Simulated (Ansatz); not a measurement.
System: K3Os.

Input file:

```
crystal:
  lattice:
    - [7.6282464945, 0.0, 0.0]
    - [-3.8141232472, 6.6062552505, 0.0]
    - [0.0, 0.0, 5.7404183522]
  atoms:
    - { symbol: K, position: [0.8152700895, 0.630540179, 0.25] }
    - { symbol: K, position: [0.1847299105, 0.8152700895, 0.75] }
    - { symbol: K, position: [0.369459821, 0.1847299105, 0.25] }
    - { symbol: K, position: [0.1847299105, 0.369459821, 0.75] }
    - { symbol: K, position: [0.8152700895, 0.1847299105, 0.25] }
    - { symbol: K, position: [0.630540179, 0.8152700895, 0.75] }
    - { symbol: Os, position: [0.3333333333, 0.6666666667, 0.25] }
    - { symbol: Os, position: [0.6666666667, 0.3333333333, 0.75] }
basis:
  ecutwfc: 420
kpoints:
  mp_grid: { grid: [6, 6, 8] }
hamiltonian:
  xc: pbe
scf:
  occupations: { method: gaussian, width: 0.1 }
output:
  forces: true
  stress: true
  eigenvalues: true
  write_density: true
  write_potential: true
  elf: true
  volumetric_format: npy
relax:
  adjacent_minimum: "off"
  f_tol: 0.01
  max_steps: 80
  cell: { stress_tol: 0.05 }
```

Launched as:

```sh
ansatz run input.yaml --threads 1 --pin off --max-ram 2560MiB --backend cpu --events-out ev --progress --plain --runs-dir out
```

Below, planes, directions and counts refer to the conventional cell (a = 7.63 Å, b = 7.63 Å, c = 5.74 Å, α = 90.00°, β = 90.00°, γ = 120.00°).

The fields are those of the relaxed geometry.

Space group P6₃/mmc; started from the Ni3Sn (D0_19)_194 prototype, which need not be the ambient phase; computed without spin polarisation.

These are results of DFT PBE, scalar-relativistic, plane waves, PAW (Ansatz), not measurements.

### Predict the valence pseudo-density and electron localisation function between the atoms.

K–K (3.40 Å): the density is about 0.04 e/Å³ at the midpoint; the ELF is about 0 at the midpoint (no localised pair shows between them).
K–Os (3.82 Å): ρ at the midpoint is about 0.06 e/Å³, with its minimum of 0.05 e/Å³ about 1.7 Å from K; the ELF is about 0.20 at the midpoint (no localised pair shows between them).

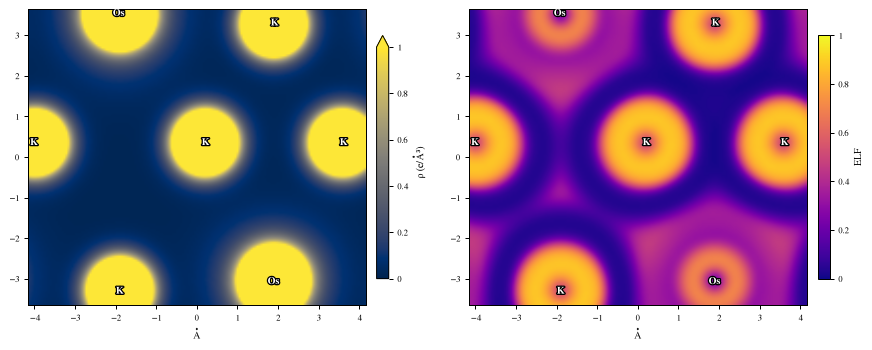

Computed valence pseudo-density and electron localisation function on the (001) plane of the conventional cell, in this order. 

In a PAW calculation such maps are meaningful between the atoms, not at the nuclei.
